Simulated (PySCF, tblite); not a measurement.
# C₄H₁₀B₂FN: geometry, infrared bands and NMR shifts

Wanted: the infrared bands and NMR shifts of C₄H₁₀B₂FN (`C=C(C)B(F)CBN`), by calculation.

The runs use tblite 0.8.0 and PySCF 2.14.0, with density-fitted response routines of our own; the level of theory stands in each step. All values are computed, except where a source is named. Atoms are numbered from 0 throughout.

### Step 1. The starting structure

18 atoms, charge 0, multiplicity 1; geometry from: force field or distance geometry start.

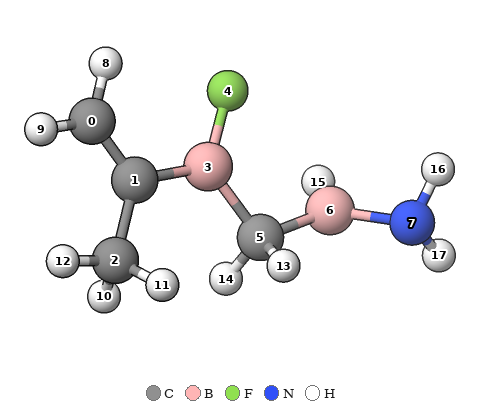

As it starts; carbon grey, boron pink, fluorine green, nitrogen blue, hydrogen white, atoms numbered.

### Step 2. Optimising the geometry with GFN2-xTB

Job settings and geometry (Å):

```
{"job": {"kind": "relax", "xc": "GFN2-xTB", "basis": "xTB"}, "charge": 0, "multiplicity": 1}
C     -2.346800     1.654000    -0.868400
C     -1.631100     0.701000    -0.289100
C     -2.279300    -0.340300     0.597900
B     -0.062500     0.650600    -0.514800
F      0.567500     1.640500    -1.338200
C      0.816900    -0.495900     0.185100
B      2.360500    -0.361000    -0.202200
N      3.406100    -0.105000     0.885700
H     -1.890900     2.406200    -1.500900
H     -3.434800     1.707900    -0.720800
H     -2.124600    -1.350400     0.167800
H     -1.860300    -0.298900     1.618200
H     -3.389500    -0.170000     0.686000
H      0.717600    -0.416900     1.286700
H      0.455100    -1.482700    -0.136600
H      2.692400    -0.465400    -1.315600
H      3.901600     0.772300     0.623500
H      4.093200    -0.893100     0.824300
```

Run with:

```sh
> OMP_NUM_THREADS=1 python probes_run.py task.json out
```

This one command runs all jobs of the session in turn.

The program printed:

```text
step      E/eV     max force
  0    -646.77299    2.731
  1    -646.99688    1.639
  2    -647.07442    1.704
  3    -647.11325    0.671
  4    -647.13339    0.357
  5    -647.14102    0.233
  6    -647.14453    0.197
  7    -647.14783    0.109
  8    -647.14940    0.115
  9    -647.15038    0.090
 10    -647.15130    0.092
 11    -647.15270    0.091
 12    -647.15440    0.098
 13    -647.15641    0.140
 14    -647.15905    0.158
 15    -647.16415    0.237
 16    -647.17411    0.776
 17    -647.18930    0.534
 18    -647.23782    0.894
 19    -647.34527    1.336
 20    -647.28723    3.879
 21    -647.54464    0.938
 22    -647.63321    1.527
 23    -647.73318    1.274
 24    -647.79712    1.369
 25    -647.88386    0.598
 26    -647.92003    0.557
 27    -647.96631    0.642
 28    -647.99045    0.496
 29    -648.01571    0.463
 30    -648.03295    0.390
 31    -648.04877    0.340
 32    -648.06119    0.257
 33    -648.07697    0.345
 34    -648.09255    0.336
 35    -648.10503    0.232
 36    -648.11314    0.199
 37    -648.12073    0.176
 38    -648.12747    0.202
 39    -648.13295    0.206
 40    -648.13703    0.206
 41    -648.14041    0.184
 42    -648.14371    0.156
 43    -648.14743    0.153
 44    -648.15036    0.120
 45    -648.15304    0.127
 46    -648.15511    0.118
 47    -648.15672    0.102
 48    -648.15801    0.075
 49    -648.15919    0.088
 50    -648.16033    0.087
 51    -648.16144    0.110
 52    -648.16244    0.104
 53    -648.16331    0.072
 54    -648.16406    0.072
 55    -648.16480    0.071
 56    -648.16554    0.084
 57    -648.16623    0.065
 58    -648.16675    0.044
 59    -648.16710    0.039
 60    -648.16737    0.049
 61    -648.16767    0.058
 62    -648.16810    0.059
 63    -648.16866    0.066
 64    -648.16925    0.070
 65    -648.16982    0.072
 66    -648.17041    0.060
 67    -648.17107    0.063
 68    -648.17166    0.047
 69    -648.17206    0.041
 70    -648.17231    0.033
 71    -648.17253    0.037
 72    -648.17277    0.039
 73    -648.17299    0.030
 74    -648.17312    0.024
 75    -648.17321    0.023
 76    -648.17329    0.024
 77    -648.17340    0.024
 78    -648.17347    0.020
 79    -648.17351    0.013
 80    -648.17354    0.012
 81    -648.17358    0.014
 82    -648.17362    0.014
 83    -648.17366    0.011
 84    -648.17368    0.013
 85    -648.17372    0.015
 86    -648.17379    0.021
 87    -648.17389    0.026
 88    -648.17403    0.032
 89    -648.17416    0.031
 90    -648.17427    0.037
 91    -648.17440    0.047
 92    -648.17460    0.051
 93    -648.17491    0.045
 94    -648.17532    0.059
 95    -648.17578    0.056
 96    -648.17627    0.061
 97    -648.17676    0.065
 98    -648.17720    0.058
 99    -648.17771    0.077
100    -648.17855    0.089
101    -648.18010    0.134
102    -648.18234    0.214
103    -648.18011    0.293
104    -648.18379    0.319
105    -648.18562    0.219
106    -648.18972    0.093
107    -648.19260    0.128
108    -648.19420    0.362
109    -648.20015    0.174
110    -648.20493    0.128
111    -648.20778    0.289
112    -648.21071    0.113
113    -648.21283    0.096
114    -648.21596    0.148
115    -648.21778    0.113
116    -648.22017    0.152
117    -648.22480    0.153
118    -648.22774    0.146
119    -648.22176    0.448
120    -648.23294    0.151
121    -648.23435    0.074
122    -648.23639    0.093
123    -648.23772    0.099
124    -648.23939    0.114
125    -648.24086    0.091
126    -648.24225    0.120
127    -648.24386    0.133
128    -648.24604    0.155
129    -648.24890    0.166
130    -648.25147    0.204
131    -648.25405    0.294
132    -648.25718    0.146
133    -648.25975    0.121
134    -648.26095    0.093
135    -648.26195    0.086
136    -648.26283    0.093
137    -648.26366    0.062
138    -648.26355    0.114
139    -648.26510    0.072
140    -648.26556    0.052
141    -648.26610    0.065
142    -648.26635    0.050
143    -648.26675    0.055
144    -648.26731    0.054
145    -648.26784    0.059
146    -648.26852    0.073
147    -648.26955    0.081
148    -648.27021    0.070
149    -648.27094    0.133
150    -648.27160    0.117
151    -648.27273    0.070
152    -648.27358    0.078
153    -648.27531    0.082
154    -648.27697    0.087
155    -648.27893    0.091
156    -648.27943    0.146
157    -648.28146    0.120
158    -648.28247    0.076
159    -648.28386    0.054
160    -648.28432    0.071
161    -648.28525    0.089
162    -648.28601    0.068
163    -648.28674    0.056
164    -648.28730    0.046
165    -648.28795    0.057
166    -648.28873    0.052
167    -648.28940    0.047
168    -648.28980    0.045
169    -648.28999    0.046
170    -648.29019    0.038
171    -648.29034    0.026
172    -648.29048    0.019
173    -648.29054    0.016
174    -648.29057    0.016
175    -648.29062    0.014
176    -648.29069    0.015
177    -648.29076    0.017
178    -648.29083    0.018
179    -648.29091    0.020
180    -648.29099    0.024
181    -648.29109    0.024
182    -648.29127    0.032
183    -648.29156    0.035
184    -648.29199    0.047
185    -648.29249    0.050
186    -648.29290    0.042
187    -648.29318    0.044
188    -648.29349    0.038
189    -648.29375    0.028
190    -648.29403    0.030
191    -648.29419    0.039
192    -648.29441    0.035
193    -648.29455    0.029
194    -648.29464    0.035
195    -648.29471    0.027
196    -648.29479    0.031
197    -648.29490    0.033
198    -648.29504    0.030
199    -648.29523    0.048
200    -648.29550    0.041
201    -648.29576    0.041
202    -648.29599    0.028
203    -648.29615    0.030
204    -648.29626    0.024
205    -648.29633    0.018
206    -648.29637    0.013
207    -648.29640    0.014
208    -648.29641    0.009
```

Wall time 1 s (1 thread of Arm Neoverse V2, shared host).

Step by step: (not every step is listed)

```
step  energy from step 0 (eV)  largest force (eV/Å)
   0                   0.0000                2.7309
   1                  -0.2239                1.6386
   2                  -0.3014                1.7042
   3                  -0.3403                0.6705
   4                  -0.3604                0.3570
   5                  -0.3680                0.2331
   6                  -0.3715                0.1972
   7                  -0.3748                0.1091
   8                  -0.3764                0.1152
  27                  -1.1933                0.6422
  46                  -1.3821                0.1185
  65                  -1.3968                0.0722
  84                  -1.4007                0.0133
 103                  -1.4071                0.2928
 122                  -1.4634                0.0928
 141                  -1.4931                0.0650
 160                  -1.5113                0.0712
 179                  -1.5179                0.0201
 198                  -1.5220                0.0300
 203                  -1.5232                0.0298
 204                  -1.5233                0.0239
 205                  -1.5233                0.0177
 206                  -1.5234                0.0135
 207                  -1.5234                0.0145
 208                  -1.5234                0.0092
```

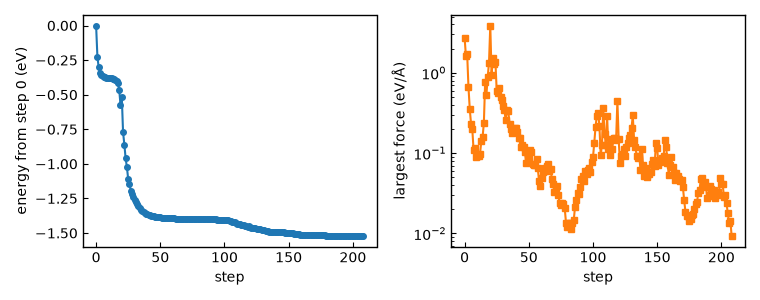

Energy and force, step by step.

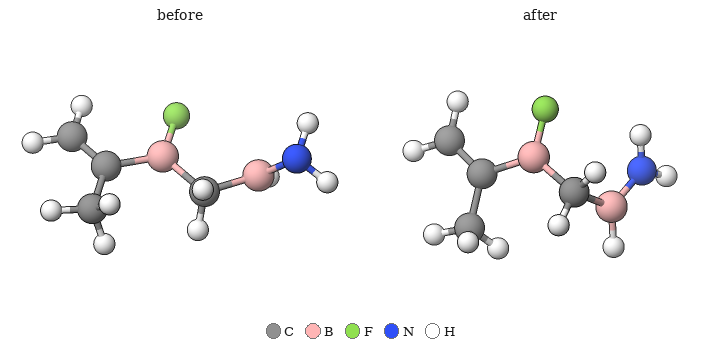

The geometry before (left) and after (right).

Close pairs (by a distance rule), those that changed most:

```
  bond  before (Å)  after (Å)  change (Å)
 B6–N7       1.530      1.379      -0.151
 B3–F4       1.433      1.339      -0.095
N7–H17       1.047      1.006      -0.042
C2–H12       1.127      1.088      -0.039
 B3–C5       1.606      1.568      -0.037
N7–H16       1.041      1.007      -0.034
C2–H10       1.109      1.088      -0.020
 C0–H9       1.099      1.080      -0.019
```

The next job starts from the end point, and lists it.

### Step 3. Infrared spectrum with GFN2-xTB

Job settings and geometry (Å):

```
{"job": {"kind": "ir", "xc": "GFN2-xTB", "basis": "xTB"}, "charge": 0, "multiplicity": 1}
C     -2.037880     1.779321    -0.661965
C     -1.378677     0.732911    -0.161268
C     -1.997513    -0.637258    -0.193910
B      0.047076     0.909852     0.466974
F      0.614574     2.117697     0.358644
C      0.894390    -0.226411     1.138009
B      1.876231    -0.830178     0.025644
N      2.903622    -0.043106    -0.451458
H     -1.613717     2.769436    -0.644208
H     -3.020336     1.690084    -1.101875
H     -1.318920    -1.340178    -0.673469
H     -2.173618    -0.990186     0.821212
H     -2.943965    -0.630827    -0.730152
H      1.511633     0.198665     1.930093
H      0.280121    -1.011240     1.570606
H      1.742512    -1.914459    -0.400439
H      3.037640     0.910004    -0.154673
H      3.568067    -0.331128    -1.149421
```

The program printed:

```text
mode    cm-1     km/mol
  1      35.9      3.71
  2      38.6      1.35
  3      45.2      1.69
  4     125.6      1.79
  5     152.6      0.69
  6     184.3      0.27
  7     281.5      0.35
  8     297.8      3.08
  9     372.7      2.37
 10     384.1      0.30
 11     444.4      6.91
 12     518.6      5.57
 13     577.8     35.49
 14     632.2    190.33
 15     663.7      4.81
 16     695.5     35.92
 17     783.7      2.65
 18     817.3     25.49
 19     823.2      3.21
 20     920.6     18.77
 21     927.6     19.63
 22     960.3      6.69
 23    1008.6     56.76
 24    1020.7     64.31
 25    1038.4      1.46
 26    1084.8     35.82
 27    1095.7     91.15
 28    1126.3    446.27
 29    1203.6    186.28
 30    1280.5    102.53
 31    1369.9    182.69
 32    1394.2      1.22
 33    1418.2     10.61
 34    1473.8      2.42
 35    1478.4      5.43
 36    1493.5      4.01
 37    1543.0    117.74
 38    1657.9     32.15
 39    2610.5    175.96
 40    2987.7     35.54
 41    3009.5     26.35
 42    3026.3     19.04
 43    3028.9     34.73
 44    3034.1     41.57
 45    3068.9     51.93
 46    3116.2     30.17
 47    3479.5      1.06
 48    3518.9      0.60
```

Wall time 0.46 s (1 thread of Arm Neoverse V2, shared host).

Which atoms move in the most intense modes:

```csv
cm⁻¹,km/mol,atoms
632,190.3,"H16 31 %, H17 28 %, N7 18 %"
1096,91.2,"B3 26 %, H13 23 %, H15 14 %"
1126,446.3,"H14 34 %, C5 30 %, B3 19 %"
1204,186.3,"B3 57 %, F4 15 %, H14 13 %"
1280,102.5,"C1 47 %, B3 25 %"
1370,182.7,"B6 56 %, N7 16 %, H17 11 %"
1543,117.7,"H16 39 %, H17 36 %, N7 19 %"
2610,176.0,H15 92 %
```

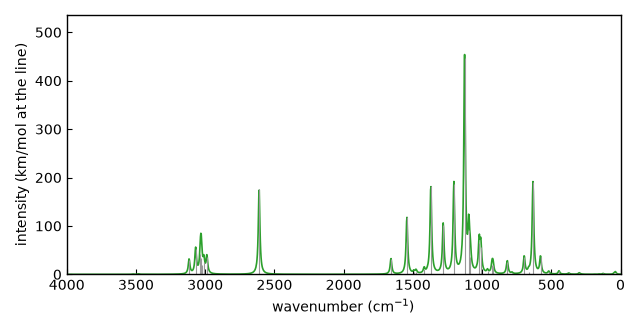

The infrared spectrum from these modes, unscaled. Lines are broadened to a width of 14 cm⁻¹ (Lorentzian).

### Step 4. Nuclear shieldings: PBE0/pcSseg-1

Same as in step 3 but for these lines:

```diff
@@ -1,2 +1,2 @@
-{"job": {"kind": "ir", "xc": "GFN2-xTB", "basis": "xTB"}, "charge": 0, "multiplicity": 1}
+{"job": {"kind": "nmr", "xc": "PBE0", "basis": "pcSseg-1"}, "charge": 0, "multiplicity": 1}
 C     -2.037880     1.779321    -0.661965
```

Method: GIAO PBE0/pcSseg-1 NMR shielding, non-relativistic, gas phase.

The program printed:

```text
coarse grid: 14864 points
cycle   1  E = -362.2439846655  dE =  7.612e-01  |g| = 6.499e-01  |ddm| = 3.644e+00
cycle   2  E = -362.2190257935  dE =  2.496e-02  |g| = 7.904e-01  |ddm| = 1.065e+00
cycle   3  E = -362.3350939271  dE = -1.161e-01  |g| = 8.613e-02  |ddm| = 5.875e-01
cycle   4  E = -362.3363951417  dE = -1.301e-03  |g| = 3.079e-02  |ddm| = 8.112e-02
cycle   5  E = -362.3365914870  dE = -1.963e-04  |g| = 5.308e-03  |ddm| = 2.599e-02
cycle   6  E = -362.3365972563  dE = -5.769e-06  |g| = 2.031e-03  |ddm| = 5.785e-03
final grid: 143568 points
cycle   7  E = -362.3816308665  dE = -5.437e-05  |g| = 9.892e-03  |ddm| = 2.979e-02
cycle   8  E = -362.3816169504  dE =  1.392e-05  |g| = 1.251e-02  |ddm| = 1.710e-02
cycle   9  E = -362.3816538679  dE = -3.692e-05  |g| = 1.908e-03  |ddm| = 9.945e-03
cycle  10  E = -362.3816547499  dE = -8.821e-07  |g| = 2.712e-04  |ddm| = 1.506e-03
cycle  11  E = -362.3816547644  dE = -1.442e-08  |g| = 1.421e-04  |ddm| = 2.994e-04
cycle  12  E = -362.3816547689  dE = -4.563e-09  |g| = 2.733e-05  |ddm| = 1.168e-04
cycle  13  E = -362.3816547691  dE = -1.595e-10  |g| = 7.006e-06  |ddm| = 2.521e-05
converged SCF energy = -362.3816547691

GIAO shielding tensors (ppm)
atom      isotropic    diamagn.    paramagn.     s11        s22        s33       span
  0 C       46.964     252.780    -205.815    -70.865     58.534    153.224    224.088
  1 C       35.199     261.537    -226.338    -84.054     15.316    174.334    258.387
  2 C      160.111     248.489     -88.378    145.529    151.990    182.814     37.285
  3 B       51.226     192.109    -140.883     -4.539     74.557     83.661     88.200
  4 F      228.786     472.547    -243.761     63.985    160.792    461.581    397.597
  5 C      165.735     259.269     -93.534    126.882    179.841    190.482     63.599
  6 B       61.443     195.182    -133.739     23.564     42.138    118.626     95.062
  7 N      148.051     317.068    -169.017     44.634    187.663    211.855    167.221
  8 H       25.451      31.791      -6.340     22.438     24.007     29.908      7.470
  9 H       25.579      30.595      -5.016     22.397     25.153     29.186      6.789
 10 H       29.586      32.336      -2.750     25.414     29.461     33.881      8.467
 11 H       29.479      30.584      -1.105     25.938     28.407     34.090      8.151
 12 H       29.878      30.704      -0.826     26.177     28.798     34.658      8.481
 13 H       30.787      31.996      -1.210     27.288     28.859     36.212      8.924
 14 H       30.053      34.382      -4.329     26.788     29.517     33.854      7.067
 15 H       26.557      30.922      -4.365     25.402     25.756     28.514      3.112
 16 H       27.293      31.986      -4.693     22.318     26.994     32.567     10.248
 17 H       27.325      29.051      -1.726     22.893     23.743     35.339     12.446
```

It took 28 s on 1 thread of Arm Neoverse V2, shared host; peak memory 0.83 GiB.

The references, computed at this level on geometries of the same kind, shield at (ppm): 1H TMS 31.72, 13C TMS 186.9, 19F CFCl3 170.9, 15N NH3 267.7, 11B BF3·OEt2 100.1. Their shielding less the atom's gives the shift. The references are single molecules in the gas phase, so shifts against H2O, NH3, PH3, H3PO4 or CFCl3 are not on the usual liquid scales and can be off by tens of ppm. Atoms listed in one row are averaged.

| atoms | environment | σ (ppm) | δ (ppm) | δ scaled to CDCl3 |
| --- | --- | --- | --- | --- |
| C1 | fully substituted alkene carbon | 35.2 | 151.7 | 146.2 |
| C0 | terminal =CH2 carbon | 47.0 | 140.0 | 134.7 |
| C2 | allylic methyl carbon | 160.1 | 26.8 | 24.3 |
| C5 | sp3 CH2 bonded to 2 B | 165.7 | 21.2 | 18.8 |
| H8 | hydrogen on a terminal =CH2 carbon | 25.45 | 6.27 | 6.01 |
| H9 | hydrogen on a terminal =CH2 carbon | 25.58 | 6.14 | 5.89 |
| H15 | hydrogen on a boron bonded to C, N | 26.56 | 5.16 | – |
| H16, H17 | hydrogen on a nitrogen bonded to B | 27.31 | 4.41 | – |
| H10, H11, H12 | hydrogen on an allylic methyl carbon | 29.65 | 2.07 | 2.06 |
| H13, H14 | hydrogen on an sp3 CH2 bonded to 2 B | 30.42 | 1.30 | 1.33 |
| B3 | boron bonded to 2 C, F | 51.2 | 48.8 | – |
| B6 | boron bonded to C, N, H | 61.4 | 38.6 | – |
| F4 | fluorine bonded to B | 228.8 | -57.8 | – |
| N7 | nitrogen bonded to B, 2 H | 148.1 | 119.7 | – |

The scaled column applies a straight-line fit of computed shieldings to shifts measured in CDCl3, and one for carbons that bear F (root-mean-square error 0.16 ppm for H, 1.9 ppm for C).

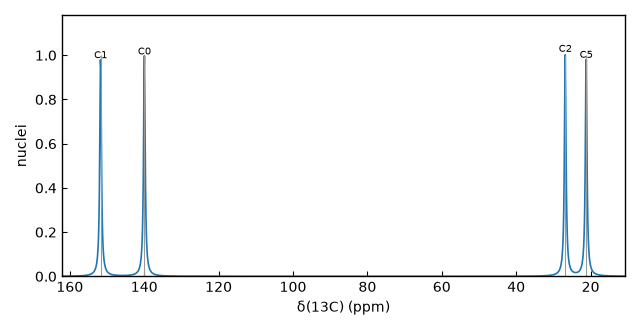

13C lines at the computed shifts, without couplings. Lines are broadened to a width of 0.52 ppm (Lorentzian).

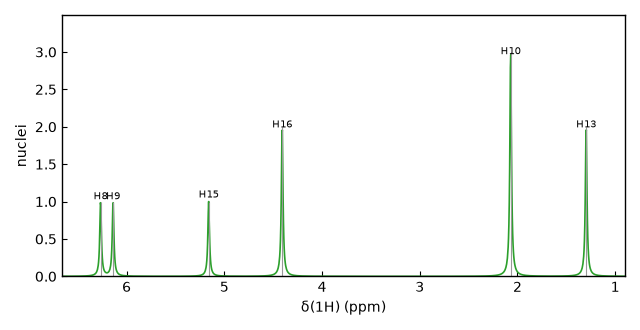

1H lines at the computed shifts, without couplings. Lines are broadened to a width of 0.02 ppm (Lorentzian).

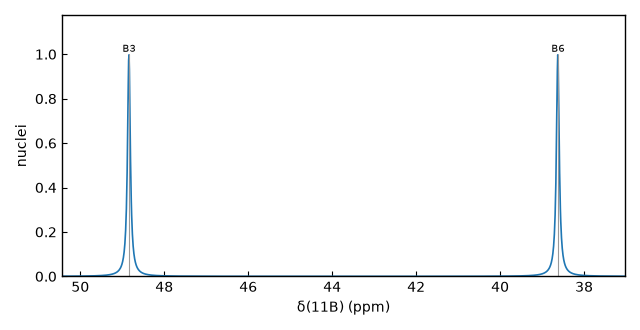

11B lines at the computed shifts, without couplings. Lines are broadened to a width of 0.08 ppm (Lorentzian).

The run also stored atomic charges by several schemes (e):

```csv
atoms,Mulliken,IAO,Hirshfeld,ESP fit
C0,-0.08,-0.27,-0.08,-0.53
C1,-0.55,-0.13,-0.07,0.17
C2,-0.19,-0.41,-0.12,-0.48
B3,0.71,0.50,0.23,0.48
F4,-0.31,-0.32,-0.14,-0.29
C5,-0.66,-0.58,-0.23,-0.71
B6,0.26,0.14,0.14,0.50
N7,-0.44,-0.52,-0.23,-0.95
```

IAO charges:

C0 -0.27; C1 -0.13; C2 -0.41; B3 0.50; F4 -0.32; C5 -0.58; B6 0.14; N7 -0.52; H8 0.15; H9 0.14; H10 0.15; H11 0.15; H12 0.14; H13 0.17; H14 0.16; H15 0.00; H16 0.27; H17 0.27

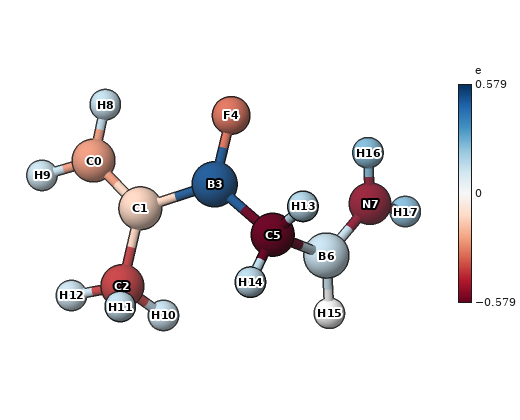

IAO charges, as colours on the atoms.

Mayer bond orders: C0–C1 1.96, C1–C2 1.06, C1–B3 0.91, B3–F4 1.09, B3–C5 1.01, C5–B6 0.95, B6–N7 1.40.

### Step 5. Results

| quantity | value |
| --- | --- |
| strongest single infrared mode (GFN2-xTB) | 1126 cm⁻¹, 446 km/mol |
| zero-point energy (GFN2-xTB) | 89.0 kcal/mol |
| 13C shifts against TMS (PBE0/pcSseg-1) | 151.7, 140.0, 26.8, 21.2 ppm |
| 1H shifts against TMS (PBE0/pcSseg-1, means over atoms taken as alike) | 6.27, 6.14, 5.16, 4.41, 2.07, 1.30 ppm |
| 11B shifts against BF3·OEt2 (PBE0/pcSseg-1) | 48.8, 38.6 ppm |
| 19F shifts against CFCl3 (PBE0/pcSseg-1) | -57.8 ppm |
| 15N shifts against NH3 (PBE0/pcSseg-1) | 119.7 ppm |

What this shows: Over 208 steps the energy fell by 1.523 eV; of the close pairs, B6–N7 changed most, 1.530 to 1.379 Å. No mode is imaginary among the 48: a minimum at this level. The strongest single mode, at 1126 cm⁻¹, is carried by H14, C5, B3. GFN2-xTB is a fitted tight-binding method: band positions and strengths are rough. Its intensities can rank the bands wrongly. At PBE0/pcSseg-1: Shielding is most anisotropic at F4 (span 398 ppm, paramagnetic term -244 ppm).
